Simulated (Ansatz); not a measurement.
# One shape, several levels: AlHF (SMILES [F][AlH])

We compute a comparison of 6 runs (UHF/STO-3G, U-r2SCAN0/STO-3G, U-wB97X/STO-3G, UPBE/STO-3G, UCCSDT/STO-3G, UCCSD/STO-3G) of AlHF. 

Program for the calculation: Ansatz 0.2.0.

60 further runs of the same task are left out: 60 set aside as unsound or not needed.

### Step 1. The structure to begin with

AlHF: 3 atoms, total charge 0, spin state doublet. As SMILES, `[F][AlH]`. The Al2–F1 distance was set to 2.484 Å, away from the relaxed value.

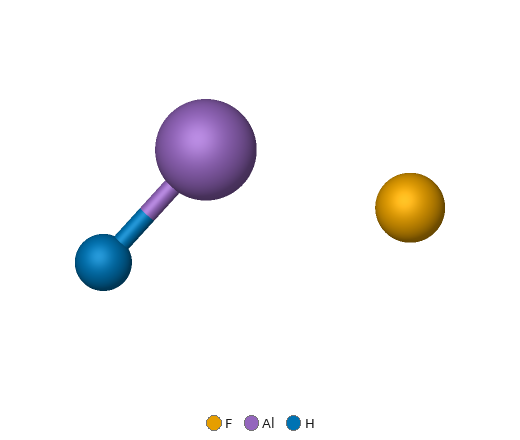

The structure, seen from a chosen angle (fluorine amber, aluminium purple, hydrogen blue).

### Step 2. A single-point energy at UHF/STO-3G (run 1)

File job.yaml:

```yaml
crystal:
  periodic: [false, false, false]
  atoms:
    - {symbol: F, position_ang: [1.576866, 1.180786, 0.978130]}
    - {symbol: Al, position_ang: [-0.432500, 0.318000, -0.199500]}
    - {symbol: H, position_ang: [-0.485400, -1.276100, -0.399300]}
basis:
  gaussian:
    orbitals: STO-3G
magnetization:
  spin_polarized: true
  initial_magnetization: 1
hamiltonian:
  xc: hf
accuracy: high
```

Launch:

```bash
$ ansatz run job.yaml --threads 1 --pin off --max-ram 2610MiB --events-out events.jsonl --progress --plain --runs-dir runs
```

The program printed:

```text
Warning: RAYON_NUM_THREADS=1 ignored (pool sized by the plan → 1); use --threads N
Functional definition: HF
  name "HF"
  exchange = exact_x
  correlation = 0
236 factors; integrals over basis functions are off by at most 3.6e-8 eV
mean field evaluation 1: about -9176.8041 eV, gradient 1.2e1 eV
mean field evaluation 2: about -9176.8238 eV, gradient 1.2e1 eV
mean field evaluation 4: about -9181.3913 eV, gradient 5.2e0 eV
mean field evaluation 8: about -9183.5388 eV, gradient 4.8e-1 eV
mean field evaluation 16: about -9183.3018 eV, gradient 1.2e0 eV
mean field evaluation 32: about -9183.3944 eV, gradient 4.4e-1 eV
mean field evaluation 64: about -9180.6131 eV, gradient 7.8e0 eV
mean field evaluation 96: about -9178.8901 eV, gradient 1.6e0 eV
mean field evaluation 128: about -9183.5112 eV, gradient 2.4e-1 eV
mean field evaluation 160: about -9180.6666 eV, gradient 6.8e-1 eV
mean field evaluation 192: about -9183.5430 eV, gradient 1.4e-2 eV
mean field -9183.54303649 eV, -337.4889817621 hartree, gradient 9.0e-8 eV, S^2 0.847193; 5 other end points of the search recorded, 0 dependent functions left out
reference -9183.54303649 eV, -337.4889817621 hartree; 12, 11 occupied and 3, 4 virtual orbitals, 236 factors
Total energy: -9183.54303649 eV, -337.4889817621 hartree
```

Run time: 0.16 s. Hardware: 1 thread of AMD EPYC 9R14 (Zen 4), shared host.

### Step 3. The energy at U-r2SCAN0/STO-3G (run 2)

File input.yaml:

```yaml
crystal:
  periodic: [false, false, false]
  atoms:
    - symbol: F
      position_ang: [1.576866, 1.180786, 0.978130]
    - symbol: Al
      position_ang: [-0.432500, 0.318000, -0.199500]
    - symbol: H
      position_ang: [-0.485400, -1.276100, -0.399300]
basis:
  gaussian: {orbitals: STO-3G}
magnetization: {spin_polarized: true, initial_magnetization: 1}
hamiltonian: {xc: {name: r2SCAN0}}
accuracy: high
```

Launch:

```bash
$ ansatz run input.yaml --threads 1 --pin off --max-ram 2610MiB --events-out events.jsonl --progress --plain --runs-dir runs
```

The program printed:

```text
Warning: RAYON_NUM_THREADS=1 ignored (pool sized by the plan → 1); use --threads N
Functional definition: r2SCAN0
  name "r2SCAN0"
  parameter a = 0.25
  parameter k0 = 0.174
  parameter k1 = 0.065
  parameter a1 = 4.9479
  exchange = (1 - a)*r2scan_x(k0 = k0, k1 = k1, a1 = a1) + a*exact_x
  correlation = r2scan_c
236 factors; integrals over basis functions are off by at most 3.6e-8 eV
mean field evaluation 1: about -9198.2529 eV, gradient 1.5e1 eV
mean field evaluation 2: about -8934.5658 eV, gradient 1.5e2 eV
mean field evaluation 4: about -9131.0513 eV, gradient 1.1e2 eV
mean field evaluation 8: about -9204.3925 eV, gradient 1.4e-1 eV
mean field evaluation 16: about -9204.3933 eV, gradient 2.0e-8 eV
mean field -9204.39328767 eV, -338.2552143600 hartree, gradient 2.0e-8 eV, S^2 0.812415; 3 other end points of the search recorded, 0 dependent functions left out
reference -9204.39328814 eV, -338.2552143774 hartree; 12, 11 occupied and 3, 4 virtual orbitals, 236 factors
Total energy: -9204.39328814 eV, -338.2552143774 hartree
```

It took 1.9 s on 1 thread of AMD EPYC 9R14 (Zen 4), shared host; peak memory 0.22 GiB.

Run 3 isn't shown in full; the table further down has it.

### Step 4. The energy at UPBE/STO-3G (run 4)

File molecule.yaml:

```yaml
crystal:
  periodic: [false, false, false]
  atoms:
    - {symbol: F, position_ang: [1.576866, 1.180786, 0.978130]}
    - {symbol: Al, position_ang: [-0.432500, 0.318000, -0.199500]}
    - {symbol: H, position_ang: [-0.485400, -1.276100, -0.399300]}
basis:
  gaussian:
    orbitals: STO-3G
magnetization:
  spin_polarized: true
  initial_magnetization: 1
hamiltonian:
  xc: {name: PBE}
accuracy: high
```

Launch:

```bash
$ ansatz run molecule.yaml --threads 1 --pin off --max-ram 2610MiB --events-out events.jsonl --progress --plain --runs-dir runs
```

The program printed:

```text
Warning: RAYON_NUM_THREADS=1 ignored (pool sized by the plan → 1); use --threads N
Functional definition: PBE
  name "PBE"
  parameter kappa = 0.804
  parameter beta = 0.06672455060314922
  exchange = pbe_x(kappa = kappa, mu = beta*pi^2/3)
  correlation = pbe_c(beta = beta)
236 factors; integrals over basis functions are off by at most 3.6e-8 eV
mean field evaluation 1: about -9192.8686 eV, gradient 1.9e1 eV
mean field evaluation 2: about -8867.0089 eV, gradient 7.6e1 eV
mean field evaluation 4: about -9195.7760 eV, gradient 1.4e1 eV
mean field evaluation 8: about -9195.7582 eV, gradient 1.4e1 eV
mean field evaluation 16: about -9199.2423 eV, gradient 6.9e-8 eV
mean field evaluation 32: about -9199.0564 eV, gradient 2.6e0 eV
mean field -9199.24225742 eV, -338.0659174898 hartree, gradient 2.8e-8 eV, S^2 0.758896; 5 other end points of the search recorded, 0 dependent functions left out
reference -9199.24225887 eV, -338.0659175430 hartree; 12, 11 occupied and 3, 4 virtual orbitals, 236 factors
Total energy: -9199.24225887 eV, -338.0659175430 hartree
```

Wall time 1.4 s (1 thread of AMD EPYC 9R14 (Zen 4), shared host); peak memory 0.14 GiB.

Run 5 isn't shown in full; the table further down has it.

### Step 5. The energy at UCCSD/STO-3G (run 6)

job.yaml: that of step 2 with these lines changed.

```diff
@@ -12,4 +12,7 @@
   initial_magnetization: 1
-hamiltonian:
-  xc: hf
+correlation:
+  method: ccsd
+  frozen_orbitals: {Al: 5, F: 1, H: 0}
 accuracy: high
+scf:
+  omitted_lower_state_checks: [cluster_reference, increment]
```

Launch:

```bash
$ ansatz run job.yaml --threads 1 --pin off --max-ram 2610MiB --events-out events.jsonl --progress --plain --runs-dir runs
```

The program printed:

```text
Warning: RAYON_NUM_THREADS=1 ignored (pool sized by the plan → 1); use --threads N
[... 17 lines left out ...]
6 core orbitals not correlated: weight in the atoms' cores, before any rotation towards them, 1.000 or more for the frozen orbitals, at most 0.000 for the correlated occupied ones
[... 51 lines left out ...]
Total energy: -9184.73459430 eV, -337.5327707038 hartree
Checks for a lower state left out: cluster_reference, increment
```

It took 0.4 s on 1 thread of AMD EPYC 9R14 (Zen 4), shared host.

### Step 6. Overview of the runs

```csv
run,level,frozen core orbitals,energy (Eh),⟨S²⟩,wall time
1,UHF/STO-3G,–,-337.488982,0.847,0.16 s
2,U-r2SCAN0/STO-3G,–,-338.255214,0.812,1.9 s
3,U-wB97X/STO-3G,–,-338.282382,0.800,4.8 s
4,UPBE/STO-3G,–,-338.065918,0.759,1.4 s
5,UCCSDT/STO-3G,6,-337.533246,0.847,0.86 s
6,UCCSD/STO-3G,6,-337.532771,0.847,0.4 s
```

### Step 7. Results

```
                                          quantity          value
                               run 6: total energy  -337.53277 Eh
run 6: correlation energy (6 core orbitals frozen)      -43.8 mEh
          run 6: ⟨S²⟩ of the reference determinant          0.847
                              run 6: T1 diagnostic          0.024
```

In words: Below the UHF energy at the same shape and in the same basis (STO-3G): UCCSDT -44.3 mEh; UCCSD -43.8 mEh. Totals of different functionals can't be ranked against each other. In runs 1, 2, 3, 4, 5, 6 the basis is minimal, so the values are rough. All runs together took 9.4 s, the longest 4.8 s.
